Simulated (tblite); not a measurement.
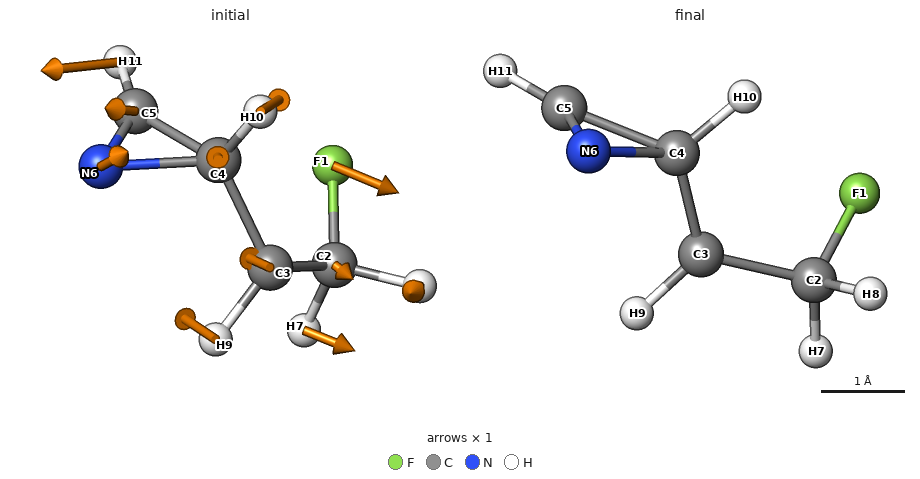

The structure of C4H5FN (multiplicity 2) before (left) and after (right) a relaxation, at one scale. The orange arrows give the displacements, at their true length.

The picture is a ball-and-stick view, seen from a free direction.

All numbers below come from tblite 0.8.0, GFN2-xTB geometry optimisation, gas phase. 

> What changed between the two?

After 69 geometry steps the energy has fallen by 74.4 kJ/mol. The atom that moves furthest after the best rigid fit is H11 (1.29 Å). Largest moves by element: H 1.29 Å, F 0.89 Å, C 0.80 Å, N 0.70 Å. Near-neighbour distances that change, for instance: C4–N6 1.438 → 1.536 Å, C3–C4 1.496 → 1.427 Å, C5–N6 1.291 → 1.245 Å, C2–C3 1.513 → 1.479 Å. Among the angles between lasting bonds that change: C2–C3–C4 113.6° → 120.9°, N6–C5–H11 151.3° → 144.9°, C4–C5–N6 62.0° → 68.1°. The run took 0.19 s on 1 thread of Arm Neoverse V2 (shared host).
